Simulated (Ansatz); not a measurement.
# A hypothetical structure for MnAl2

Starting from a made-up structure for MnAl2, the aim is the relaxed cell, its shortest contacts and, where a second run follows, its electronic structure.

Method: DFT, PBEsol, plane-wave PAW, files of the set soft_1, scalar-relativistic, ferromagnetic start, cell and ions relaxed at zero pressure; PAW set soft_1, in the first sound run; inputs show where later runs differ, in Ansatz 0.2.0.

### 1. The starting structure

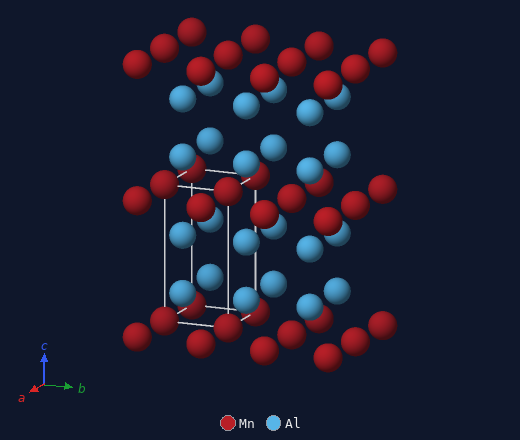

The starting structure, seen slightly off an axis (manganese red, aluminium blue). 2×3×2 cells are drawn. Some periodic images of atoms are drawn too.

### 2. Relaxation of the guess

The guessed cell has no reason to be at equilibrium. It is relaxed with the atoms, within the space group of the guess.

Contents of input.yaml:

```yaml
crystal:
  lattice:
    - [2.842, 0.0, 0.0]
    - [0.0, 2.842, 0.0]
    - [0.0, 0.0, 5.787]
  atoms:
    - { symbol: Mn, position: [0.0, 0.0, 0.0], spin: 4.0 }
    - { symbol: Al, position: [0.5, 0.5, 0.7129] }
    - { symbol: Al, position: [0.5, 0.5, 0.2871] }
magnetization:
  spin_polarized: true
kpoints:
  mp_grid: { grid: [9, 9, 5] }
scf:
  occupations: { method: fermi_dirac, width: 0.05 }
hamiltonian:
  xc: pbesol
  pseudopotentials: { kind: paw, azcp: { folder: soft_1 }, xc_functional: pbe }
relax:
  f_tol: 0.015
  max_steps: 70
  cell: {}
output:
  forces: true
  stress: true
```

Run with:

```
$ ansatz run input.yaml --threads 4 --pin off --max-ram 8192MiB --backend cpu --events-out ev --progress --plain --runs-dir out
```

Numbers of over 12 decimals in the logs are rounded to 6 here.

Log:

```text
Engine: ansatz 0.2.0, aarch64-unknown-linux-gnu
Pseudopotentials: kind: paw
Pseudopotential: Mn, paw, valence charge 15, recommended cutoff 420 eV (normal), soft_1/Mn.paw.azcp
Pseudopotential: Al, paw, valence charge 3, recommended cutoff 420 eV (normal), soft_1/Al.paw.azcp
Functional definition: PBEsol
  exchange = pbesol_x
  correlation = pbesol_c
Crystal: 3 atoms, lattice volume = 46.741 Å³
Basis set: ecut = 420 eV, 927 PW (Γ), exchange–correlation on 40×40×80 points (8 copies of the dense FFT grid, shifted against one another)
Bands: 17, of which v1, the nominal top of the filled ones, is band 11 counted from 1 (10 counted from 0)
Symmetry: 16 space group operations
Space group: P4/mmm (ITA 123), of the structure as read, at distance tolerance 3.6e-5 Å
Magnetic group: BNS 123.339 (UNI 999), of the structure as read, at distance tolerance 3.6e-5 Å
k-points: 45 of 405
Non-local potential: Mn, projectors of the file, l = 0: 3, l = 1: 2, l = 2: 3, l = 3: 1
Non-local potential: Al, projectors of the file, l = 0: 2, l = 1: 2, l = 2: 1
PAW form: soft (Blöchl's): semilocal exchange-correlation on the pseudo side does not see the compensation charge
PAW frozen core: Mn, regenerated for the run's functional, and the local potential with it (the file was generated under x = pbe(κ = 0.804, μ = 0.219515), c = pbe(β = 0.066725))
PAW frozen core: Al, regenerated for the run's functional, and the local potential with it (the file was generated under x = pbe(κ = 0.804, μ = 0.219515), c = pbe(β = 0.066725))
PAW one-centre angular grid: Mn, 590 points (default); XC on 64 Gauss nodes
PAW one-centre angular grid: Al, 110 points (default); XC on 64 Gauss nodes
Initial density: superposition of atomic densities (chi_scale 0.1, normalization cell)
Starting moments: Σ|m| = 4 μB on 1 of 3 sites
Initial wavefunctions: pseudopotential atomic-orbital guess
Functional: x = pbesol(κ = 0.804, μ = 0.123457), c = pbesol(β = 0.046)
SCF iter   1: F=—  HF=-4917.254907 eV  |F-HF|=—  |Δ(HF+E_count)|=         —  Δρ=4.24e-2 (↑4.24e-2 ↓2.63e-2)  dr2=9.11e-1  dr2_m=3.87e-1  M=3.193 μB ∫|m|=3.525 μB  β_m=0.30  ethr=3.10e-3  ⟨swp⟩=5.3  Hψ=7438  notcnv=0
Mixer restart at iter 1: flushing history
preconditioner: auto → none  [metal: Δε(μ)=0.056 eV  Ē_g=7.637 eV  σ=0.050 eV  W_gap=0.27  n_scr=8 (ndim 8)  ℏωp=19.6 eV  f_vac=0.000  D(μ)=1.26/eV (n_scr^D=8)  sad-step TF]
SCF iter   2: F=—  HF=-4917.228783 eV  |F-HF|=—  |Δ(HF+E_count)|=   2.61e-2  Δρ=2.78e-2 (↑2.12e-2 ↓2.78e-2)  dr2=8.09e-1  dr2_m=1.99e-1  M=3.127 μB ∫|m|=3.482 μB  β_m=0.54  ethr=3.10e-3  ⟨swp⟩=2.0  Hψ=2678  notcnv=0  defer=91
SCF iter   3: F=—  HF=-4917.826454 eV  |F-HF|=—  |Δ(HF+E_count)|=   5.98e-1  Δρ=3.12e-2 (↑3.12e-2 ↓1.25e-2)  dr2=1.11e0  dr2_m=1.60e-1  M=2.962 μB ∫|m|=3.335 μB  β_m=0.47  ethr=3.10e-3  ⟨swp⟩=2.9  Hψ=2673  notcnv=0  defer=107
SCF iter   4: F=—  HF=-4917.752728 eV  |F-HF|=—  |Δ(HF+E_count)|=   7.37e-2  Δρ=1.88e-2 (↑1.88e-2 ↓1.53e-2)  dr2=2.58e-2  dr2_m=1.23e-1  M=2.750 μB ∫|m|=3.171 μB  β_m=0.24  ethr=3.10e-3  ⟨swp⟩=2.0  Hψ=2655  notcnv=0  defer=101
SCF iter   5: F=—  HF=-4917.992850 eV  |F-HF|=—  |Δ(HF+E_count)|=         —  Δρ=3.57e-2 (↑3.57e-2 ↓3.09e-2)  dr2=1.06e-2  dr2_m=4.73e-1  M=2.215 μB ∫|m|=2.609 μB  β_m=0.56  ethr=1.23e-4  ⟨swp⟩=2.3  Hψ=2542  notcnv=0  defer=101
Mixer restart at iter 5: flushing history
SCF iter   6: F=—  HF=-4917.957127 eV  |F-HF|=—  |Δ(HF+E_count)|=   3.57e-2  Δρ=2.05e-2 (↑1.39e-2 ↓2.05e-2)  dr2=2.31e-2  dr2_m=1.26e-1  M=2.163 μB ∫|m|=2.546 μB  β_m=0.78  ethr=5.06e-5  ⟨swp⟩=2.0  Hψ=3313  notcnv=0  defer=106
SCF iter   7: F=—  HF=-4918.067361 eV  |F-HF|=—  |Δ(HF+E_count)|=   1.10e-1  Δρ=3.13e-2 (↑3.13e-2 ↓1.29e-2)  dr2=9.57e-1  dr2_m=3.78e-2  M=2.056 μB ∫|m|=2.386 μB  β_m=0.50  ethr=5.06e-5  ⟨swp⟩=3.4  Hψ=4037  notcnv=0  defer=80  recentre
SCF iter   8: F=—  HF=-4917.952743 eV  |F-HF|=—  |Δ(HF+E_count)|=   1.15e-1  Δρ=3.03e-3 (↑1.81e-3 ↓3.03e-3)  dr2=8.72e-3  dr2_m=2.19e-3  M=2.049 μB ∫|m|=2.405 μB  β_m=0.41  ethr=5.06e-5  ⟨swp⟩=2.9  Hψ=3794  notcnv=0  defer=82
SCF iter   9: F=—  HF=-4917.951759 eV  |F-HF|=—  |Δ(HF+E_count)|=   9.84e-4  Δρ=6.71e-4 (↑6.50e-4 ↓6.71e-4)  dr2=5.08e-5  dr2_m=1.38e-4  M=2.049 μB ∫|m|=2.406 μB  β_m=0.71  ethr=4.15e-5  ⟨swp⟩=1.4  Hψ=2122  notcnv=0  defer=81
SCF iter  10: F=—  HF=-4917.952034 eV  |F-HF|=—  |Δ(HF+E_count)|=   2.74e-4  Δρ=5.35e-4 (↑3.04e-4 ↓5.35e-4)  dr2=6.58e-5  dr2_m=6.76e-5  M=2.038 μB ∫|m|=2.397 μB  β_m=0.85  ethr=2.42e-7  ⟨swp⟩=2.0  Hψ=2270  notcnv=0  defer=81
SCF iter  11: F=—  HF=-4917.952150 eV  |F-HF|=—  |Δ(HF+E_count)|=   1.16e-4  Δρ=9.20e-5 (↑9.20e-5 ↓7.21e-5)  dr2=7.92e-7  dr2_m=2.80e-6  M=2.029 μB ∫|m|=2.393 μB  β_m=0.90  ethr=2.42e-7  ⟨swp⟩=2.0  Hψ=2214  notcnv=0  defer=81
SCF iter  12: F=—  HF=-4917.952151 eV  |F-HF|=—  |Δ(HF+E_count)|=   9.30e-7  Δρ=1.83e-5 (↑1.43e-5 ↓1.83e-5)  dr2=3.90e-8  dr2_m=1.03e-7  M=2.028 μB ∫|m|=2.393 μB  β_m=0.95  ethr=3.77e-9  ⟨swp⟩=2.0  Hψ=2310  notcnv=0  defer=81
SCF iter  13: F=-4917.952151 eV  HF=-4917.952151 eV  |F-HF|=7.18e-9  |Δ(HF+E_count)|=   2.52e-7  Δρ=6.24e-6 (↑3.06e-6 ↓6.24e-6)  dr2=1.50e-8  dr2_m=7.76e-9  M=2.028 μB ∫|m|=2.393 μB  ethr=1.86e-10  ⟨swp⟩=1.8  Hψ=4942  notcnv=0
SCF 1 converged in 13 iterations: F = -4917.952151 eV  dr2 = 1.50e-8
  greatest PAW one-centre occupation: 1.000 electrons in one spin orbital (limit 2), on the Mn atom at site 0 (counted from 0), in its partial waves of l = 0
relax step   1: F+E_penalty+E_count = -4917.95215119 eV  Δ(F+E_penalty+E_count) = +0.000e0 eV  max|allowed force component| = 1.232e0 eV/Å  Δτ_max = 0.0000 Å  P = -3.789 GPa  Ω = 46.741 Å³  (13 SCF iters, dr2 threshold 1.00e-7 eV, accepted)
Crystal: 3 atoms, lattice volume = 44.243 Å³
Basis set: ecut = 420 eV, 889 PW (Γ), exchange–correlation on 40×40×80 points (8 copies of the dense FFT grid, shifted against one another)
Initial density: handed on by an earlier stage of this run
Starting moments: Σ|m| = 4 μB on 1 of 3 sites; this step starts from the density that it was given
Initial wavefunctions: those handed on with the density
iter 1 solved again at ethr=2.92e-4 eV; its pass at ethr=3.10e-3 eV (dr2=6.13e-2 eV) is discarded
SCF iter   1: F=—  HF=-4918.222402 eV  |F-HF|=—  |Δ(HF+E_count)|=         —  Δρ=1.29e-2 (↑1.29e-2 ↓9.74e-3)  dr2=6.16e-2  dr2_m=4.45e-2  M=1.895 μB ∫|m|=2.270 μB  β_m=0.30  ethr=2.92e-4  ⟨swp⟩=1.0  Hψ=10373  notcnv=0
preconditioner: auto → none  [metal: Δε(μ)=0.029 eV  Ē_g=7.375 eV  σ=0.050 eV  W_gap=0.14  n_scr=8 (ndim 8)  ℏωp=20.1 eV  f_vac=0.000  D(μ)=1.31/eV (n_scr^D=4)]
[...]
SCF iter   6: F=—  HF=-4918.228751 eV  |F-HF|=—  |Δ(HF+E_count)|=   2.40e-5  Δρ=5.20e-5 (↑1.68e-5 ↓5.20e-5)  dr2=3.11e-6  dr2_m=1.46e-7  M=1.869 μB ∫|m|=2.236 μB  β_m=0.83  ethr=2.16e-8  ⟨swp⟩=2.0  Hψ=2122  notcnv=0
SCF iter   7: F=—  HF=-4918.228757 eV  |F-HF|=—  |Δ(HF+E_count)|=   6.48e-6  Δρ=1.98e-5 (↑1.98e-5 ↓9.44e-6)  dr2=6.24e-8  dr2_m=7.58e-8  M=1.869 μB ∫|m|=2.236 μB  β_m=0.92  ethr=1.48e-8  ⟨swp⟩=2.0  Hψ=2409  notcnv=0
SCF iter   8: F=—  HF=-4918.228757 eV  |F-HF|=—  |Δ(HF+E_count)|=   4.02e-8  Δρ=6.49e-6 (↑6.49e-6 ↓3.06e-6)  dr2=4.17e-8  dr2_m=1.55e-9  M=1.869 μB ∫|m|=2.236 μB  β_m=0.90  ethr=2.97e-10  ⟨swp⟩=2.1  Hψ=2107  notcnv=0
SCF iter   9: F=-4918.228757 eV  HF=-4918.228757 eV  |F-HF|=1.13e-7  |Δ(HF+E_count)|=   4.15e-8  Δρ=7.29e-6 (↑6.45e-6 ↓7.29e-6)  dr2=1.21e-7  dr2_m=1.19e-10  M=1.869 μB ∫|m|=2.236 μB  ethr=1.98e-10  ⟨swp⟩=1.9  Hψ=4538  notcnv=0
SCF 3 converged in 9 iterations: F = -4918.228757 eV  dr2 = 1.21e-7
relax step   3: F+E_penalty+E_count = -4918.22875696 eV  Δ(F+E_penalty+E_count) = -1.088e-2 eV  max|allowed force component| = 4.615e-2 eV/Å  Δτ_max = 0.0247 Å  P = -0.137 GPa  Ω = 44.558 Å³  energy of the carried Pulay correction = +1.282e-3 eV  (9 SCF iters, dr2 threshold 3.00e-7 eV, accepted)
[...]
relax step   4: F+E_penalty+E_count = -4918.22897648 eV  Δ(F+E_penalty+E_count) = -2.195e-4 eV  max|allowed force component| = 7.989e-4 eV/Å  Δτ_max = 0.0032 Å  P = +0.085 GPa  Ω = 44.507 Å³  energy of the carried Pulay correction = +1.313e-3 eV  (8 SCF iters, dr2 threshold 1.34e-7 eV, accepted)
[...]
relax step   5: F+E_penalty+E_count = -4918.22896583 eV  Δ(F+E_penalty+E_count) = +1.064e-5 eV  max|allowed force component| = 1.926e-4 eV/Å  Δτ_max = 0.0003 Å  P = -0.005 GPa  Ω = 44.543 Å³  energy of the carried Pulay correction = +1.291e-3 eV  (7 SCF iters, dr2 threshold 2.68e-8 eV, accepted)
Basis set: ecut = 420 eV, 889 PW (Γ), exchange–correlation on 40×40×90 points (8 copies of the dense FFT grid, shifted against one another)
Initial wavefunctions: pseudopotential atomic-orbital guess (no wavefunctions were taken with the density)
iter 1 solved again at ethr=1.13e-8 eV; its pass at ethr=3.10e-3 eV (dr2=2.38e-6 eV) is discarded
SCF iter   1: F=—  HF=-4918.228425 eV  |F-HF|=—  |Δ(HF+E_count)|=         —  Δρ=6.88e-5 (↑6.60e-5 ↓6.88e-5)  dr2=3.37e-6  dr2_m=9.32e-8  M=1.866 μB ∫|m|=2.231 μB  β_m=0.65  ethr=1.13e-8  ⟨swp⟩=4.1  Hψ=12669  notcnv=0
preconditioner: auto → none  [metal: Δε(μ)=0.025 eV  Ē_g=7.338 eV  σ=0.050 eV  W_gap=0.12  n_scr=2 (ndim 8)  ℏωp=20.1 eV  f_vac=0.000  D(μ)=1.03/eV (n_scr^D=2)]
SCF iter   2: F=—  HF=-4918.228425 eV  |F-HF|=—  |Δ(HF+E_count)|=   4.88e-7  Δρ=4.94e-5 (↑4.94e-5 ↓3.13e-5)  dr2=4.77e-6  dr2_m=6.63e-8  M=1.866 μB ∫|m|=2.231 μB  β_m=0.37  ethr=1.13e-8  ⟨swp⟩=2.0  Hψ=2126  notcnv=0
SCF iter   3: F=—  HF=-4918.228426 eV  |F-HF|=—  |Δ(HF+E_count)|=   2.52e-7  Δρ=2.49e-5 (↑2.49e-5 ↓2.49e-5)  dr2=2.01e-7  dr2_m=1.61e-8  M=1.866 μB ∫|m|=2.231 μB  β_m=0.42  ethr=1.13e-8  ⟨swp⟩=2.2  Hψ=2052  notcnv=0
SCF iter   4: F=—  HF=-4918.228426 eV  |F-HF|=—  |Δ(HF+E_count)|=   4.89e-7  Δρ=7.43e-6 (↑7.34e-6 ↓7.43e-6)  dr2=3.17e-8  dr2_m=2.50e-9  M=1.866 μB ∫|m|=2.231 μB  β_m=0.69  ethr=9.58e-10  ⟨swp⟩=1.9  Hψ=2277  notcnv=0
SCF iter   5: F=—  HF=-4918.228427 eV  |F-HF|=—  |Δ(HF+E_count)|=   3.04e-7  Δρ=5.37e-6 (↑3.50e-6 ↓5.37e-6)  dr2=3.26e-8  dr2_m=6.60e-10  M=1.866 μB ∫|m|=2.231 μB  β_m=0.76  ethr=1.51e-10  ⟨swp⟩=2.0  Hψ=2133  notcnv=0
SCF iter   6: F=—  HF=-4918.228427 eV  |F-HF|=—  |Δ(HF+E_count)|=   1.17e-7  Δρ=3.41e-6 (↑3.41e-6 ↓2.07e-6)  dr2=9.53e-9  dr2_m=2.56e-9  M=1.866 μB ∫|m|=2.231 μB  β_m=0.69  ethr=1.51e-10  ⟨swp⟩=2.0  Hψ=2495  notcnv=0
SCF iter   7: F=—  HF=-4918.228427 eV  |F-HF|=—  |Δ(HF+E_count)|=   3.89e-9  Δρ=1.27e-6 (↑1.27e-6 ↓5.51e-7)  dr2=1.85e-9  dr2_m=7.21e-11  M=1.866 μB ∫|m|=2.231 μB  β_m=0.74  ethr=4.54e-11  ⟨swp⟩=2.1  Hψ=2165  notcnv=0
SCF iter   8: F=—  HF=-4918.228427 eV  |F-HF|=—  |Δ(HF+E_count)|=   5.71e-8  Δρ=3.51e-7 (↑3.51e-7 ↓2.27e-7)  dr2=1.85e-10  dr2_m=2.13e-12  M=1.866 μB ∫|m|=2.231 μB  β_m=0.86  ethr=8.81e-12  ⟨swp⟩=2.2  Hψ=2201  notcnv=0
SCF iter   9: F=—  HF=-4918.228427 eV  |F-HF|=—  |Δ(HF+E_count)|=  4.69e-10  Δρ=7.05e-8 (↑7.05e-8 ↓5.39e-8)  dr2=9.26e-12  dr2_m=4.21e-14  M=1.866 μB ∫|m|=2.231 μB  β_m=0.85  ethr=1.00e-12  ⟨swp⟩=2.4  Hψ=2411  notcnv=0
SCF iter  10: F=-4918.228427 eV  HF=-4918.228427 eV  |F-HF|=1.18e-11  |Δ(HF+E_count)|=  1.55e-11  Δρ=7.74e-8 (↑6.93e-8 ↓7.74e-8)  dr2=1.39e-11  dr2_m=1.26e-14  M=1.866 μB ∫|m|=2.231 μB  ethr=1.00e-12  ⟨swp⟩=4.0  Hψ=5788  notcnv=0
SCF 6 converged in 10 iterations: F = -4918.228427 eV  dr2 = 1.39e-11
relax step   6: F+E_penalty+E_count = -4918.22842668 eV  Δ(F+E_penalty+E_count) = +5.391e-4 eV  max|allowed force component| = 8.046e-4 eV/Å  Δτ_max = 0.0000 Å  P = -0.014 GPa  Ω = 44.543 Å³  stress off target by 3.98e-2 GPa  SCF on the basis re-selected at this cell (its energy is not comparable with the rows above)  (10 SCF iters)
basis re-selected at this cell: Δ(F+E_penalty+E_count) = +5.391e-4 eV, ΔP = -0.009 GPa vs the last step (what re-selecting the basis moved, of the pressure what is left beyond the Pulay correction that the steps carried, after the strain that the cell walked since its last selection, with what the two solves' SCF thresholds leave and, on support functions, any second-order correction that the steps lacked; it is no measure of the basis error at this ecutwfc). The dense FFT grid was sized anew with the basis: this SCF ran on 20×20×45 points, the steps before it on 20×20×40, so part of this shift can come from that change (see relax.cell in the input reference). [rest of the remark cut]
SCF converged after 10 iterations
Magnetization: 1.8663 μB (11.4332 up, 9.5668 down)
Absolute magnetization: 2.2313 μB (∫|ρ↑−ρ↓|, with the PAW one-centre terms)
Spin contamination: 0.0983 ħ² per cell (⟨S²⟩ above its minimum at these occupations)
Per-site moments (μB) at R_I (Å): [(1.955382, 1.055750), (-0.045666, 1.055750), (-0.045666, 1.055750)]
Free energy (F): -4918.228427 eV
Harris-Foulkes:  -4918.228427 eV  (|F-HF|=1.18e-11)
Internal energy: -4918.219303 eV  (E = F + TS)
E sigma→0 (E₀):  -4918.223865 eV
Entropy (-TS):   -0.009123 eV (-3.041 meV/atom)
Fermi energy:    10.039254 eV
--- Per-component energies (eV) ---
  E_band       = -268.325169
  E_kinetic    = 367.454380
  E_local      = -3542.013006  (includes V_loc(G=0)·N_el)
  E_nonlocal   = 480.156655
  E_hartree    = 1491.348108
  E_xc         = -184.794162
  E_vxc        = -199.916240  (∫ρ·V_xc dr)
  E_paw        = -2211.645580  (= ΣΔE_a)
  E_vpaw       = -356.703556  (= ΣTr[D̂ρ^β])
  E_aug_tail   = 0.000094  (compensation charges beyond the density's cutoff)
  E_ewald      = -1318.933721
  E_core_change = 0.207929  (= ΣΔE_core)
  E_smearing   = -0.009123  (= −TS)
  E_closure    = -0.000000  (closes the sum)
  Σ components = -4918.228427   (vs F -4918.228427, Δ=0.00e0)
--- Forces (eV/Å), atoms counted from 1 ---
  atom   1  Mn     0.00000000     0.00000000     0.00000000
  atom   2  Al    -0.00000000     0.00000000     0.00080458
  atom   3  Al     0.00000000     0.00000000    -0.00080458
  max |Σ_I F_I| component: 1.08e-19 eV/Å
--- Stress (GPa, compression-positive) ---
       -0.039844      -0.000000       0.000000
       -0.000000      -0.039844       0.000000
        0.000000       0.000000       0.038994
  P = ⅓ Tr σ = -0.0136 GPa (-0.136 kbar)
--- Relaxed structure (5 steps of the walk, 5 accepted, 1 SCFs on fresh bases) ---
  F+E_penalty+E_count = -4918.22842668 eV   max|allowed force component| = 8.046e-4 eV/Å   (the final SCF, on the basis selected at the relaxed cell)
  cell:  # Å, volume = 44.5431 Å³
    - [2.705366, 0, 0.0]
    - [0, 2.705366, 0.0]
    - [0.0, 0.0, 6.085944]
  atoms:
    - { symbol: Mn, position: [0, 0, 1.9984142341763805e-19] }
    - { symbol: Al, position: [0.5, 0.5, 0.720619] }
    - { symbol: Al, position: [0.5, 0.5, 0.279381] }
```

Elapsed: 8.5 s, on 4 threads of Arm Neoverse V1, shared host; peak memory 0.41 GiB; 28 s of CPU time.

Step by step:

```
step  energy less that of the first step (eV)  largest force component (eV/Å)  pressure (GPa)  volume (Å³)
   1                                   0.0000                          1.2323           -3.79        46.74
   2                                  -0.2657                          0.3544            0.20        44.24
   3                                  -0.2766                          0.0461           -0.14        44.56
   4                                  -0.2768                          0.0008            0.08        44.51
   5                                  -0.2768                          0.0002           -0.01        44.54
  6*                                  -0.2763                          0.0008           -0.01        44.54
```

Relaxation steps marked * repeat the geometry before them on a plane-wave basis chosen anew for their cell, so energy and pressure can jump there.

Forces are held to the 16 operations that the run works with; a distortion that breaks them can't arise in this run.

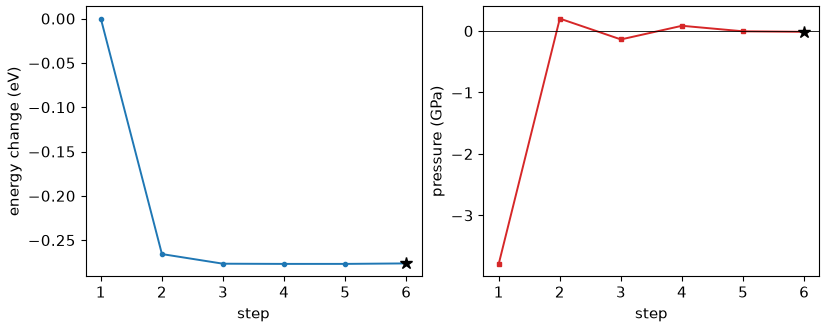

Energy and pressure along the relaxation. Stars mark steps on a basis chosen anew.

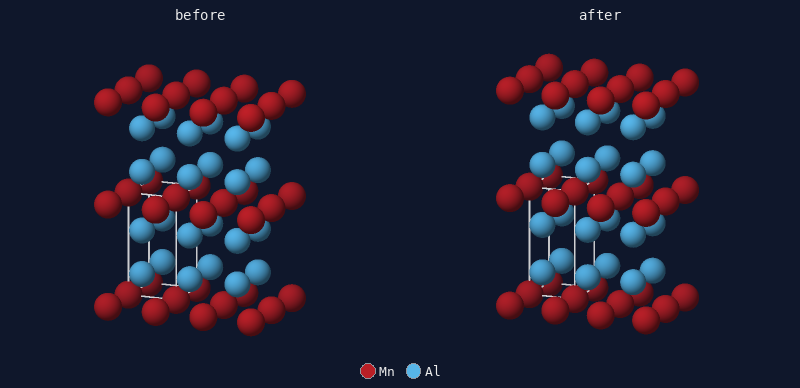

The structure before and after the relaxation, drawn at the same scale.

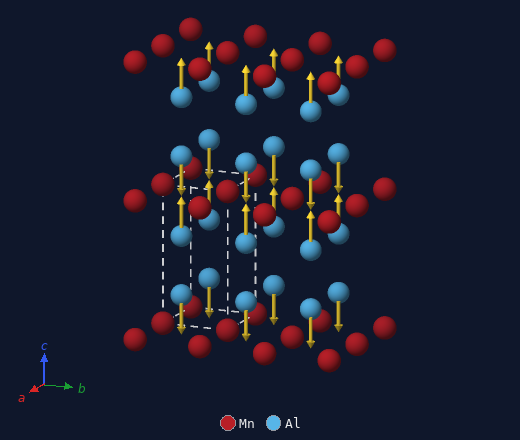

Displacements in the relaxation, exaggerated, measured against the changing cell; the longest in the cell stands for 0.05 Å. 2×3×2 cells are drawn. Some periodic images of atoms are drawn too.

```
conventional cell, symmetrised  before  after  change
                         a (Å)   2.842  2.705  -4.8 %
                         b (Å)   2.842  2.705  -4.8 %
                         c (Å)   5.787  6.086  +5.2 %
              volume (Å³/atom)   15.58  14.85  -4.7 %
```

The atoms that moved most (Å, as changes of fractional coordinates times the final cell):

```
atom     dx     dy      dz  length
 Al2  0.000  0.000   0.047   0.047
 Al3  0.000  0.000  -0.047   0.047
```

Final coordinates:

```cif
data_structure
_symmetry_space_group_name_H-M 'P 1'
_symmetry_Int_Tables_number 1
_cell_length_a 2.7054
_cell_length_b 2.7054
_cell_length_c 6.0859
_cell_angle_alpha 90.000
_cell_angle_beta 90.000
_cell_angle_gamma 90.000
_cell_volume 44.54
loop_
_atom_site_label
_atom_site_type_symbol
_atom_site_fract_x
_atom_site_fract_y
_atom_site_fract_z
_atom_site_occupancy
Mn1 Mn 0.00000 0.00000 0.00000 1
Al2 Al 0.50000 0.50000 0.72062 1
Al3 Al 0.50000 0.50000 0.27938 1
```

This step gave:

- free energy: -4918.2284 eV
- energy at zero smearing: -4918.2239 eV
- smearing term TS: 0.009123 eV
- Fermi energy: 10.04 eV
- magnetization: 1.866 μB
- absolute magnetization: 2.231 μB
- site moments: 1.955, -0.04567, -0.04567 μB
- electrons: 21
- symmetry operations: 16
- pressure: -0.01356 GPa

Site moment by atom:

```
atom  site moment (μB)
 Mn1              1.96
 Al2             -0.05
 Al3             -0.05
```

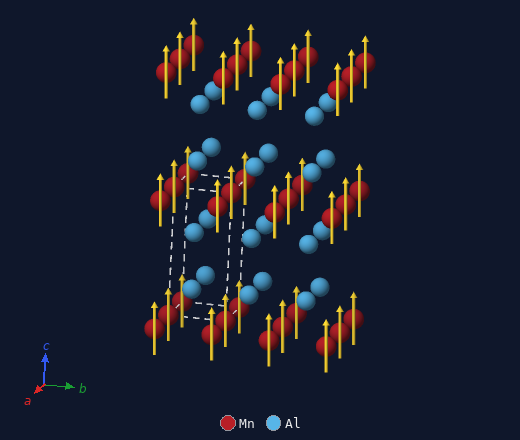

Site moment as arrows, the longest 1.96 μB. Up and down stand for the sign. Arrows give size and sign along the axis of quantisation, drawn up and down the page. 2×3×2 cells are drawn. Some periodic images of atoms are drawn too.

The shortest distance of each pair, which need not be the same contact before and after:

```
 pair  guess (Å)  relaxed (Å)
Al–Mn      2.607        2.559
Al–Al      2.464        2.685
Mn–Mn      2.842        2.705
```

The relaxation ends with a largest force component of 8.1e-4 eV/Å and a pressure of -0.01 GPa.

[end of part 1 of 2]

[Logs are printed without paths, hosts, clocks, repeated set-up lines and the standing remarks that a program may print on its own settings, such as how far it seeks lower states.]

[Hosts, paths, dates, database ids (printed as entryN), source tags and the programs' standing remarks are cut or masked in the printed files.]
